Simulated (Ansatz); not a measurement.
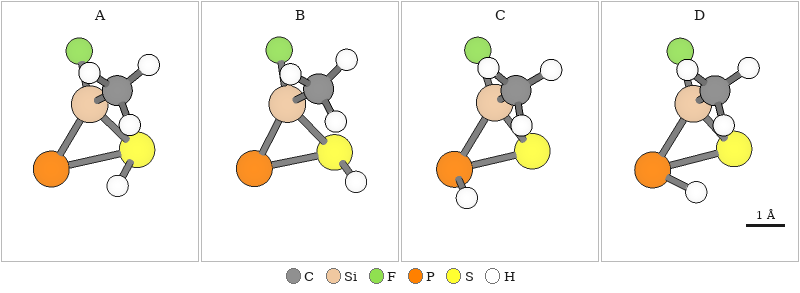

4 geometries from a converged minimum-energy path of CH4FPSSi, shuffled. A ball-and-stick model, seen from a free direction.

All numbers below come from RKS PBE0/def2-SVP (Ansatz). Run with 9 movable images; climbing image; force threshold 0.05 eV/Å; iteration limit 60; starting path through a guess of the saddle point.

**Which frame is the transition state?**

A. In order along the path, whose images run from 0 to 10: C (image 1, 0.00 eV), D (image 4, +1.09 eV), A (image 6, +1.99 eV), B (image 9, +1.31 eV). A hydrogen atom shifts from one atom to another. Breaking: H–P (1.44 → 2.94 Å). Forming: H–S (2.81 → 1.37 Å).
